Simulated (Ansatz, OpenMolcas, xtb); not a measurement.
Redistribution: SiH3Cl + Si(SiH3)F3 → SiH2(SiH3)Cl + SiHF3

Species: SiH3Cl (chlorosilane) `[SiH3]Cl`, singlet; Si(SiH3)F3, singlet; SiH2(SiH3)Cl, singlet; SiHF3 `F[SiH](F)F`, singlet. The partners trade H for SiH3; both sit on Si, so the bond types are kept.

Shapes, held fixed at every level: PBE0-D4/def2-TZVP. Programs: Ansatz 0.2.0, OpenMolcas 26.06, xtb 6.7.1. The zero-point and thermal change to 298 K, harmonic and unscaled (PBE0-D4/def2-TZVP), is +0.9 kJ/mol.

| level | kind | ΔH(298 K) (kJ/mol) | less CCSD(T)/CBS estimate |
| --- | --- | --- | --- |
| GFN1-xTB | semi-empirical | +19.0 | +28.5 |
| HF/def2-SVP | Hartree–Fock | -6.1 | +3.4 |
| r2SCAN-D4/def2-TZVPP | meta-GGA | -7.7 | +1.8 |
| B3LYP/6-31G* (Cartesian functions) | global hybrid | +4.8 | +14.3 |
| r2SCAN0-D4/def2-TZVPP | global hybrid | -9.1 | +0.4 |
| wB97M-V/def2-TZVPP | range-separated hybrid | -6.2 | +3.3 |
| B2PLYP/def2-TZVPP | double hybrid | -7.3 | +2.2 |
| CCSD/def2-TZVPP | coupled cluster or CI | -9.4 | +0.1 |
| CCSD(T)/CBS estimate | coupled cluster or CI | -9.5 | 0.0 |

The highest level, CCSD(T)/CBS estimate, gives ΔH(298 K) = -9.5 kJ/mol; the levels span -9.5 to +19.0. They disagree on the sign: 2 of 9 are positive. The column of differences is taken from that level and isn't an error. No measured value is set beside it here. The CBS estimate extrapolates MP2 from def2-TZVPP and def2-QZVPP and adds CCSD(T) − MP2 in the triple-zeta set, cores frozen.

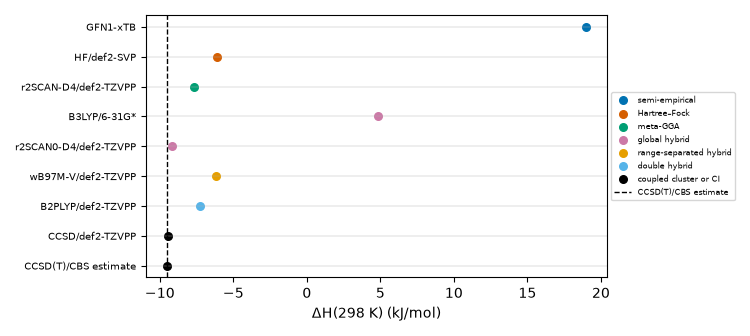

The values of the table, level by level.
